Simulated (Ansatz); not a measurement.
**A frame of liquid HfO2 from 3173 K (135 atoms): geometry optimisation**

Wanted: the relaxed structure of a frame of liquid HfO2 from 3173 K (135 atoms) and its electronic structure.

Calculated with Ansatz 0.2.0; Kohn-Sham DFT, r2SCAN, PAW (set soft_2), plane waves.

### Step 1. Starting point

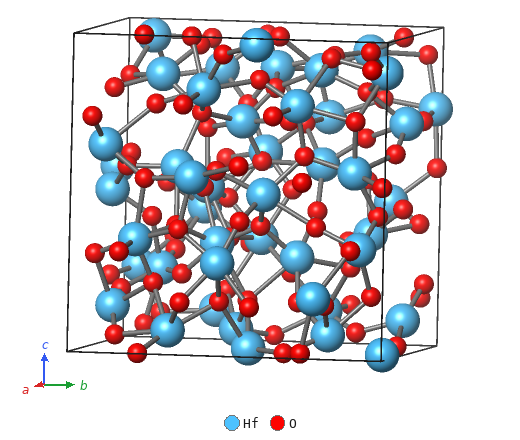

Start, viewed slightly off an axis; hafnium blue, oxygen red. Bonds to atoms that aren't drawn are left out. Some periodic images of atoms are drawn too.

The cell holds 135 atoms: 45 Hf and 90 O. Its edges and angles: a = 12.448 Å, b = 12.448 Å, c = 12.448 Å, α = 90.0°, β = 90.0°, γ = 90.0°. 135 atoms (45 Zr, 90 O) placed at random at 4.77 g/cm³, melted at 4500 K for 20 ps at fixed volume with the Morse and Coulomb pair potential with partial charges (Pedone, Malavasi, Menziani, Cormack and Segre, J. Phys. Chem. B 110, 11780 (2006)). Snapshot at the end of a hold of 20 ps at 3173 K and fixed volume. Then Zr was replaced by Hf (the potential has no terms for the new elements, so the cell is a start for a DFT relaxation). The volume was set by a measured density of the final compound.

What the set-up can't give: The network of bonds at the start is that of the classical potential that made the cell. Sampling is at Γ alone, for a cell whose shortest periodic width is 12 Å. The levels lack spin–orbit coupling, which is large for the heavy elements here.

### Step 2. Single point at the start

The forces at the start show how far the geometry lies from a minimum of this functional.

input.yaml

```yaml
crystal:
  lattice:
    - [12.4477, 0.0, 0.0]
    - [0.0, 12.4477, 0.0]
    - [0.0, 0.0, 12.4477]
  atoms:
    - { symbol: Hf, position: [0.02585, 0.98411, 0.74411] }
    - { symbol: Hf, position: [0.83628, 0.28954, 0.06798] }
    - { symbol: Hf, position: [0.38033, 0.18387, 0.23949] }
    - { symbol: Hf, position: [0.19214, 0.50866, 0.86873] }
    [... 125 atom lines left out ...]
    - { symbol: O, position: [0.20026, 0.56539, 0.48732] }
    - { symbol: O, position: [0.39874, 0.79028, 0.25883] }
    - { symbol: O, position: [0.19899, 0.97603, 0.71463] }
    - { symbol: O, position: [0.73144, 0.0341, 0.29696] }
    - { symbol: O, position: [0.73671, 0.41591, 0.56769] }
    - { symbol: O, position: [0.97754, 0.52915, 0.59666] }
kpoints:
  mp_grid: { grid: [1, 1, 1] }
hamiltonian:
  xc: r2scan
scf:
  occupations: { method: fermi_dirac, width: 0.273 }
output:
  forces: true
  stress: true
  populations: true
  dos:
    method: { smearing: { sigma: 0.08 } }
    de: 0.1
    projected: { site_lists: { Hf: [Hf], O: [O] } }
  eigenvalues: true
```

Launch:

```sh
$ ansatz run input.yaml --threads 8 --pin off --max-ram 15872MiB --backend cpu --events-out ev --progress --plain --runs-dir out
```

Wall time 2.1 min (8 threads of Arm Neoverse V2, shared host); peak memory 8.1 GiB.

The run gave:

* free energy: -759348.5183 eV
* free energy per atom: -5624.8038 eV/atom
* SCF cycles: 14
* pressure: -13.22 GPa
* r.m.s. force component: 1.759 eV/Å
* longest force: 8.232 eV/Å
* Fermi energy: 12.26 eV
* gap (highest filled to lowest empty level): 1.477 eV
* levels partly filled by over 2 per cent: 4
* spilling of the projection: 0.003069

The r.m.s. force component of 1.8 eV/Å and the pressure of -13 GPa set the starting point.

Neighbours are counted within 2.83 Å (O-Hf).

Length of the force by element and coordination:

| element | coordination | atoms | mean length of the force (eV/Å) | spread | least | most |
| --- | --- | --- | --- | --- | --- | --- |
| Hf | all | 45 | 3.71 | 1.59 | 1.05 | 8.23 |
| Hf | 4 | 1 | 4.18 | 0 | 4.18 | 4.18 |
| Hf | 5 | 5 | 2.41 | 0.927 | 1.66 | 4.19 |
| Hf | 6 | 26 | 4.12 | 1.78 | 1.05 | 8.23 |
| Hf | 7 | 12 | 3.28 | 0.967 | 1.77 | 4.90 |
| Hf | 8 | 1 | 4.26 | 0 | 4.26 | 4.26 |
| O | all | 90 | 2.19 | 0.996 | 0.318 | 5.00 |
| O | 2 | 8 | 2.13 | 0.615 | 1.39 | 3.22 |
| O | 3 | 67 | 2.23 | 1.08 | 0.318 | 5.00 |
| O | 4 | 15 | 2.02 | 0.673 | 1.02 | 3.22 |

### Step 3. Cell and atoms relaxed

Cell and atoms are freed together, to release stress as well as forces.

input.yaml, the sections that differ from step 2:

```yaml
output:
  forces: true
relax:
  f_tol: 0.05
  max_steps: 165
  cell: {}
# crystal, kpoints, hamiltonian, scf: as in step 2
```

Wall time 35 min (8 threads); peak memory 8.2 GiB; 4.5 h of CPU time.

Step by step (22 of 29):

| step | energy less that of the first step (eV) | largest force component (eV/Å) | pressure (GPa) | volume (Å³) |
| --- | --- | --- | --- | --- |
| 1 | 0.0000 | 6.2619 | -13.22 | 1928.71 |
| 2 | -34.5674 | 2.8899 | -2.05 | 1766.51 |
| 4 | -52.7484 | 1.2281 | -0.02 | 1716.06 |
| 5 | -55.9397 | 0.9383 | -0.08 | 1705.50 |
| 6 | -57.7069 | 0.5903 | 0.16 | 1693.30 |
| 8 | -60.0468 | 0.3343 | 0.04 | 1682.67 |
| 9 | -60.6110 | 0.3346 | 0.01 | 1683.25 |
| 10 | -60.9559 | 0.4935 | 0.06 | 1684.05 |
| 12 | -61.7954 | 0.4273 | 0.03 | 1681.24 |
| 13 | -62.2419 | 0.3579 | 0.03 | 1679.92 |
| 14 | -62.5642 | 0.3377 | 0.00 | 1679.01 |
| 16 | -63.0105 | 0.2111 | 0.01 | 1676.60 |
| 17 | -63.1585 | 0.5073 | -0.02 | 1675.87 |
| 18 | -63.3614 | 0.2064 | -0.03 | 1676.53 |
| 20 | -63.4641 | 0.7365 | 0.00 | 1675.07 |
| 21 | -63.5701 | 0.1336 | 0.00 | 1675.00 |
| 22 | -63.5865 | 0.1077 | 0.01 | 1675.55 |
| 24 | -63.5919 | 0.0514 | 0.01 | 1675.31 |
| 25 | -63.5854 | 0.0644 | -0.01 | 1674.73 |
| 26 | -63.5936 | 0.0174 | 0.00 | 1675.15 |
| 28 | -63.4469 | 0.0196 | -0.03 | 1675.93 |
| 29 | -63.4475 | 0.0196 | -0.03 | 1675.93 |

Relaxation steps 20, 25 were tried and not accepted.

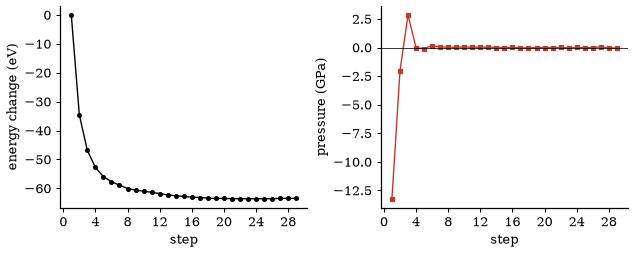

Energy and pressure along the relaxation.

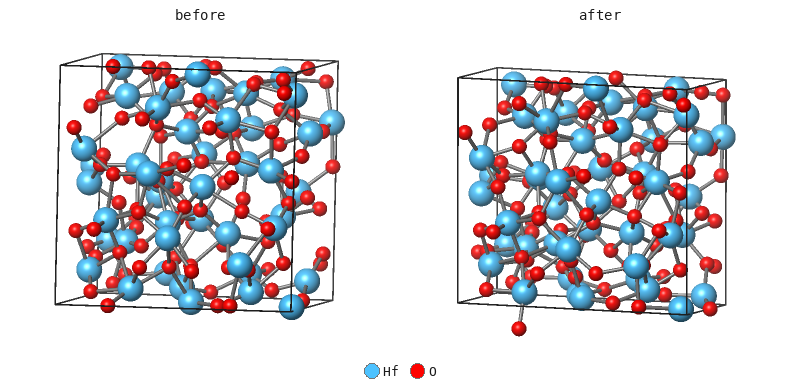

Before and after, at one scale. Bonds to atoms that aren't drawn are left out.

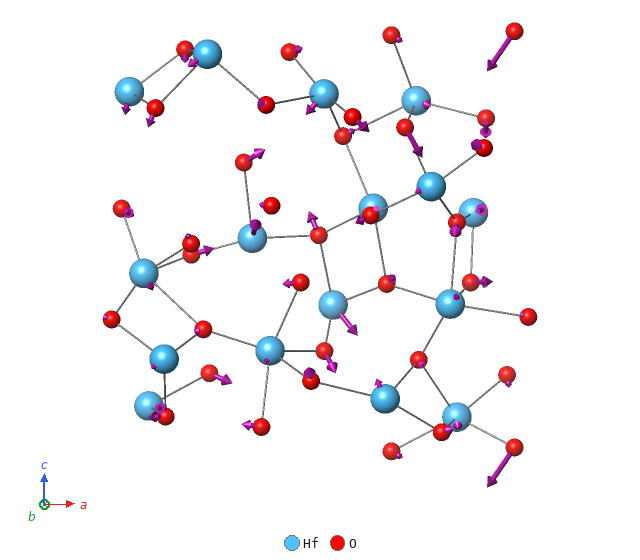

Displacements in the relaxation, scaled, measured against the changing cell; the longest in the cell stands for 1.55 Å. Drawn is a slice 4 Å thick, seen along the normal of the ac plane. Bonds to atoms that aren't drawn are left out.

| cell as run | before | after | change |
| --- | --- | --- | --- |
| a (Å) | 12.448 | 11.839 | -4.9 % |
| b (Å) | 12.448 | 12.094 | -2.8 % |
| c (Å) | 12.448 | 11.715 | -5.9 % |
| α (°) | 90.00 | 92.35 | +2.6 % |
| β (°) | 90.00 | 89.48 | -0.6 % |
| γ (°) | 90.00 | 89.65 | -0.4 % |
| volume (Å³/atom) | 14.29 | 12.41 | -13.1 % |

The atoms that moved most (Å, as changes of fractional coordinates times the final cell):

| atom | dx | dy | dz | length |
| --- | --- | --- | --- | --- |
| O114 | -0.808 | 0.416 | -1.257 | 1.551 |
| O92 | 0.772 | 0.264 | 0.813 | 1.151 |
| Hf10 | 0.038 | -0.959 | 0.538 | 1.100 |
| O71 | -0.075 | -0.867 | 0.575 | 1.044 |
| O116 | 0.504 | 0.146 | -0.883 | 1.027 |
| Hf19 | 0.596 | -0.322 | -0.751 | 1.011 |
| O80 | 0.408 | -0.483 | 0.741 | 0.974 |
| O69 | -0.010 | 0.651 | 0.623 | 0.901 |

The relaxation changed the energy by -470 meV/atom, and atoms moved by 0.55 Å r.m.s., 1.6 Å at most.

### Step 4. Local order after relaxation

Bonds before and after, by the cutoffs listed below:

| pair | bonds before | bonds after | mean before (Å) | mean after (Å) | spread before (Å) | spread after (Å) |
| --- | --- | --- | --- | --- | --- | --- |
| O-Hf | 276 | 287 | 2.222 | 2.135 | 0.208 | 0.127 |

Density 9.38 g/cm³, 12.41 Å³ an atom.

Pair distribution functions g(r), in bins of 0.2 Å:

| r (Å) | total | O-O | O-Hf | Hf-Hf |
| --- | --- | --- | --- | --- |
| 1.80 | 0.02 | 0.00 | 0.05 | 0.00 |
| 2.00 | 2.35 | 0.00 | 5.30 | 0.00 |
| 2.20 | 1.94 | 0.00 | 4.36 | 0.00 |
| 2.40 | 0.53 | 0.57 | 0.61 | 0.00 |
| 2.60 | 0.99 | 2.12 | 0.12 | 0.00 |
| 2.80 | 1.09 | 2.38 | 0.06 | 0.00 |
| 3.00 | 0.93 | 1.92 | 0.15 | 0.14 |
| 3.20 | 0.95 | 1.32 | 0.32 | 1.98 |
| 3.40 | 0.85 | 0.75 | 0.51 | 2.62 |
| 3.60 | 0.91 | 0.67 | 0.78 | 2.40 |
| 3.80 | 1.12 | 0.78 | 1.02 | 2.88 |
| 4.00 | 1.12 | 1.01 | 1.27 | 0.98 |
| 4.20 | 1.00 | 0.81 | 1.35 | 0.34 |
| 4.40 | 0.84 | 0.57 | 1.23 | 0.34 |
| 4.60 | 1.01 | 0.73 | 1.42 | 0.47 |
| 4.80 | 1.04 | 0.91 | 1.33 | 0.40 |
| 5.00 | 1.06 | 1.19 | 1.05 | 0.61 |
| 5.20 | 1.00 | 1.15 | 0.86 | 1.02 |
| 5.40 | 1.08 | 1.31 | 0.89 | 0.97 |
| 5.60 | 1.11 | 1.25 | 0.99 | 1.01 |
| 5.80 | 0.90 | 1.02 | 0.68 | 1.27 |

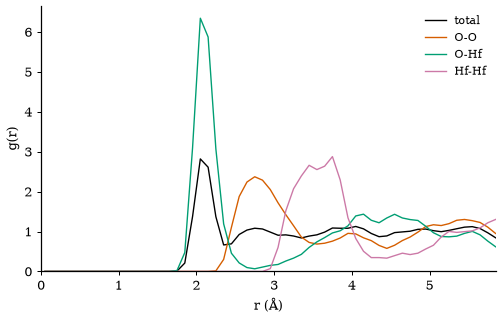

Pair distribution functions, lightly smoothed.

Bonds by pair of elements; cutoffs follow the first minimum of g(r), held within bounds set by covalent radii, and pairs that aren't listed don't count as bonded:

| pair A-B | cutoff (Å) | bonds | mean length (Å) | spread (Å) | shortest (Å) | B about A | A about B |
| --- | --- | --- | --- | --- | --- | --- | --- |
| O-Hf | 2.82 | 287 | 2.13 | 0.127 | 1.89 | 3.19 | 6.38 |

How many atoms have how many bonded neighbours:

| element | mean | 2 | 3 | 4 | 5 | 6 | 7 |
| --- | --- | --- | --- | --- | --- | --- | --- |
| Hf | 6.38 | 0 | 0 | 0 | 3 | 22 | 20 |
| O | 3.19 | 5 | 63 | 22 | 0 | 0 | 0 |

Bond angles, per cent of each kind in bins of 5°:

| angle (°) | O-Hf-O | Hf-O-Hf |
| --- | --- | --- |
| 55–60 | 0.1 | 0.0 |
| 60–65 | 0.3 | 0.0 |
| 65–70 | 5.9 | 0.0 |
| 70–75 | 12.1 | 0.0 |
| 75–80 | 11.5 | 0.3 |
| 80–85 | 8.1 | 0.6 |
| 85–90 | 8.1 | 3.1 |
| 90–95 | 8.6 | 4.3 |
| 95–100 | 5.1 | 13.8 |
| 100–105 | 3.7 | 18.7 |
| 105–110 | 2.8 | 11.7 |
| 110–115 | 2.7 | 8.6 |
| 115–120 | 2.7 | 7.7 |
| 120–125 | 2.9 | 4.9 |
| 125–130 | 2.3 | 7.7 |
| 130–135 | 3.3 | 6.4 |
| 135–140 | 3.3 | 3.4 |
| 140–145 | 3.6 | 3.7 |
| 145–150 | 2.9 | 3.1 |
| 150–155 | 2.1 | 1.8 |
| 155–160 | 3.5 | 0.3 |
| 160–165 | 2.4 | 0.0 |
| 165–170 | 1.3 | 0.0 |
| 170–175 | 0.6 | 0.0 |

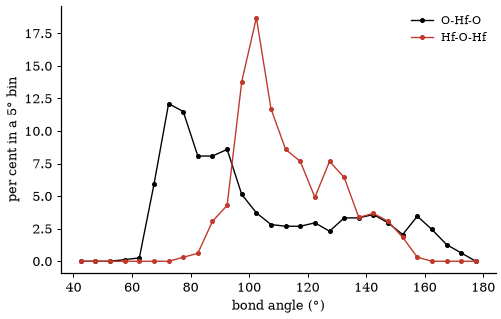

Distributions of the most common bond angles.

Bond angles (no mean is given where the spread exceeds 20°):

| angle | count | mean (°) | spread (°) |
| --- | --- | --- | --- |
| O-Hf-O | 780 | - | - |
| Hf-O-Hf | 326 | 113 | 16.7 |

Bond length by coordination (bonds to H left out):

| element | coordination | atoms | mean bond length (Å) |
| --- | --- | --- | --- |
| Hf | 5 | 3 | 2.05 |
| Hf | 6 | 22 | 2.10 |
| Hf | 7 | 20 | 2.17 |
| O | 2 | 5 | 1.96 |
| O | 3 | 63 | 2.10 |
| O | 4 | 22 | 2.23 |

First main peaks of g(r), for some of the pairs, lie near 2.7 Å (O-O) and 2.1 Å (O-Hf). By these cutoffs 49 % of Hf atoms have 6 and 70 % of O atoms have 3 bonded neighbours. Bonds at O atoms with 2 neighbours average 1.96 Å, against 2.23 Å at those with 4.

### Step 5. Single point at the relaxed geometry

The electronic structure is read at the final geometry, in a run of its own.

input.yaml

```yaml
crystal:
  lattice:
    - [11.83881, 0.03671, 0.05364]
    - [0.03671, 12.09162, -0.24447]
    - [0.05364, -0.24447, 11.71277]
  atoms:
    - { symbol: Hf, position: [0.02199, 0.9896, 0.74624] }
    - { symbol: Hf, position: [0.83604, 0.26301, 0.05412] }
    - { symbol: Hf, position: [0.37766, 0.19052, 0.22882] }
    - { symbol: Hf, position: [0.19463, 0.52887, 0.88264] }
    [... 125 atom lines left out ...]
    - { symbol: O, position: [0.2381, 0.57443, 0.44705] }
    - { symbol: O, position: [0.36488, 0.7583, 0.26809] }
    - { symbol: O, position: [0.20307, 0.96732, 0.70028] }
    - { symbol: O, position: [0.72558, 0.05199, 0.31391] }
    - { symbol: O, position: [0.73609, 0.43424, 0.58294] }
    - { symbol: O, position: [0.00212, 0.54972, 0.5917] }
kpoints:
  mp_grid: { grid: [1, 1, 1] }
hamiltonian:
  xc: r2scan
scf:
  occupations: { method: fermi_dirac, width: 0.273 }
output:
  forces: true
  stress: true
  populations: intrinsic
  dos:
    method: { smearing: { sigma: 0.08 } }
    de: 0.1
    projected: { site_lists: { Hf: [Hf], O: [O] } }
  eigenvalues: true
  write_density: true
  write_potential: true
  volumetric_format: npy
```

Run time: 100 s. Hardware: 8 threads; peak memory 7.1 GiB; 13 min of CPU time.

Read from the output:

- free energy: -759411.9657 eV
- free energy per atom: -5625.2738 eV/atom
- SCF cycles: 10
- pressure: -0.02963 GPa
- r.m.s. force component: 0.00382 eV/Å
- longest force: 0.02254 eV/Å
- Fermi energy: 14.7 eV
- gap (highest filled to lowest empty level): 4.437 eV

Intrinsic-atomic-orbital charges by element and coordination:

| element | coordination | atoms | mean charge (e) | spread | least | most |
| --- | --- | --- | --- | --- | --- | --- |
| Hf | all | 45 | 1.50 | 0.035 | 1.41 | 1.55 |
| Hf | 5 | 3 | 1.48 | 0.0166 | 1.46 | 1.50 |
| Hf | 6 | 22 | 1.49 | 0.0366 | 1.41 | 1.55 |
| Hf | 7 | 20 | 1.50 | 0.0338 | 1.44 | 1.55 |
| O | all | 90 | -0.748 | 0.032 | -0.827 | -0.649 |
| O | 2 | 5 | -0.705 | 0.0385 | -0.770 | -0.649 |
| O | 3 | 63 | -0.745 | 0.0279 | -0.806 | -0.691 |
| O | 4 | 22 | -0.767 | 0.0288 | -0.827 | -0.721 |

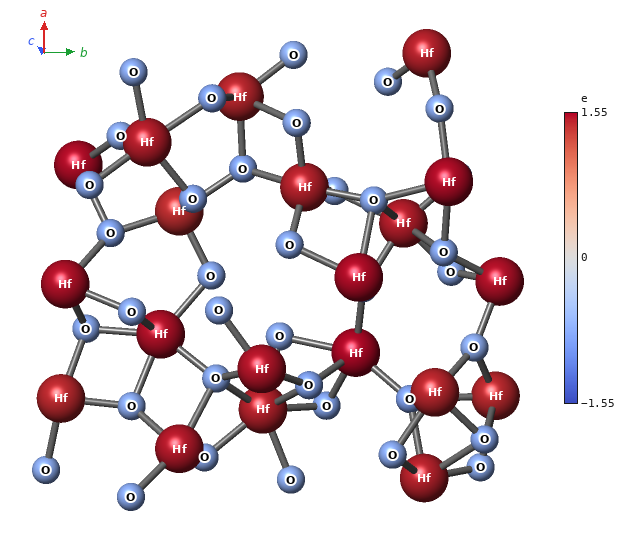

Atoms coloured by intrinsic-atomic-orbital charge. Drawn is a slice 4 Å thick, seen along the normal of the ab plane.

States in the cell by windows of 1 eV, zero at the Fermi level; the larger projections on atomic orbitals stand beside the total:

| from (eV) | to (eV) | total | O p | Hf d | Hf f |
| --- | --- | --- | --- | --- | --- |
| -14 | -13 | 78.8 | 0.3 | 0.0 | 78.4 |
| -13 | -12 | 551.1 | 2.1 | 0.3 | 548.0 |
| -12 | -11 | 0.1 | 0.0 | 0.0 | 0.0 |
| -11 | -8 | 0.0 | 0.0 | 0.0 | 0.0 |
| -8 | -7 | 42.8 | 29.8 | 9.7 | 0.2 |
| -7 | -6 | 104.4 | 75.1 | 24.0 | 0.4 |
| -6 | -5 | 107.7 | 83.5 | 18.6 | 0.5 |
| -5 | -4 | 112.4 | 94.7 | 12.5 | 0.6 |
| -4 | -3 | 123.0 | 111.1 | 7.8 | 0.6 |
| -3 | -2 | 49.6 | 46.3 | 2.1 | 0.2 |
| -2 | 2 | 0.0 | 0.0 | 0.0 | 0.0 |
| 2 | 3 | 46.3 | 5.0 | 37.2 | 0.0 |
| 3 | 4 | 90.6 | 10.4 | 72.3 | 0.0 |
| 4 | 5 | 90.4 | 12.5 | 67.8 | 0.0 |

The curve was stored every 0.10 eV, coarse against its broadening of 0.08 eV, so these counts are rough.

Between -26 and -14 eV lie 180 more states.

The stored curve holds about 1350 of the 1710 electrons; the rest, give or take the few that broadening carries across the Fermi level, lie in deeper levels below its range.

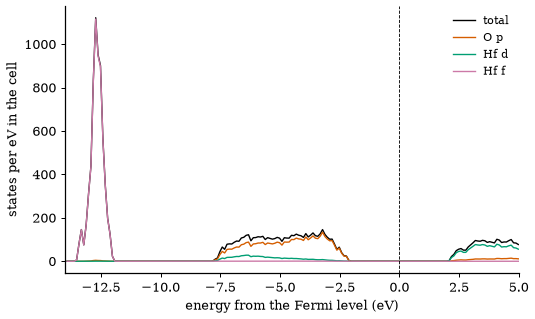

Total and projected density of states, with the broadening of the input.

The levels nearest the highest filled one (over half full), pooled over k-points and spins:

| level less the highest filled one (eV) | occupation |
| --- | --- |
| -0.267 | 2 |
| -0.253 | 2 |
| -0.216 | 2 |
| -0.132 | 2 |
| -0.0318 | 2.00 |
| 0 | 2.00 |
| 4.44 | 0.001 |
| 4.45 | 0.001 |
| 4.57 | 0 |
| 4.58 | 0 |
| 4.62 | 0 |
| 4.68 | 0 |

Mean intrinsic-atomic-orbital charges: Hf +1.50, O -0.75 e. The largest share in the top eV of filled states is O p (94 % of the projected weight), and in the lowest eV of empty states Hf d (83 % of the projected weight).

### Step 6. Outcome

```yaml
energy_change_in_the_relaxation: -470 meV/atom
r_m_s_displacement: 0.551 Å
largest_displacement: 1.551 Å
free_energy_per_atom: -5625.2738 eV/atom
pressure: -0.02963 GPa
r_m_s_force_component: 0.00382 eV/Å
spacing_of_highest_filled_and_lowest_empty_level: 4.437 eV
wall_time_of_the_3_dft_runs: 38 min
```

What this shows: Relaxation lowers the energy by 470 meV/atom and moves atoms by 0.55 Å r.m.s.; the r.m.s. force component goes from 1.8 to 0.0038 eV/Å, the pressure goes from -13 to -0.030 GPa, and the gap from 1.48 to 4.44 eV. Displacements are taken in the final cell, so they leave out its strain. By the final cutoffs 15 of 276 bonded pairs parted and 26 joined. The cell shrank by 13.1 % in volume. From the first step to the last the energy fell by 63.447 eV, and the largest move was 1.55 Å (O114). The O-Hf bonds go from 2.222 Å (spread 0.208) to 2.135 Å (spread 0.127), and their number from 276 to 287. Counting bonds as in the table, 49 % of Hf atoms have 6 and 70 % of O atoms have 3 bonded neighbours. The highest filled and lowest empty levels differ by 4.44 eV (at Γ alone); a semilocal functional tends to put such gaps too low. In a disordered cell it changes from sample to sample and from frame to frame.

Caveats: The starting topology of bonds comes from the classical model; in DFT 15 of its 276 bonded pairs passed out of the cutoffs and 26 came within them.

[Logs are printed without paths, hosts, clocks, repeated set-up lines and the standing remarks that a program may print on its own settings, such as how far it seeks lower states.]

[Hosts, paths, dates, database ids (printed as entryN), source tags and the programs' standing remarks are cut or masked in the printed files.]
